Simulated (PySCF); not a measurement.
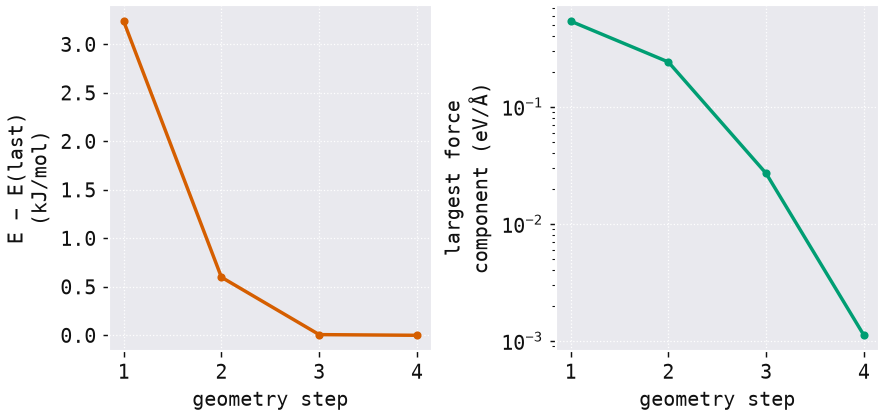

History of a geometry optimisation. The run: Al2Se molecule, by PySCF, RKS-based PBE0, Se def2-TZVP, Al def2-TZVP; non-relativistic Hamiltonian; density fitting. The start has point group D∞h, which is kept. A held symmetry can leave a saddle point.

The optimisation met its thresholds at geometry 4, counting the start as the first. The energy fell by about 3.2 kJ/mol from the first step to the last. The largest force component goes from about 0.54 eV/Å at the start to 1.1 × 10⁻³ eV/Å at the end.
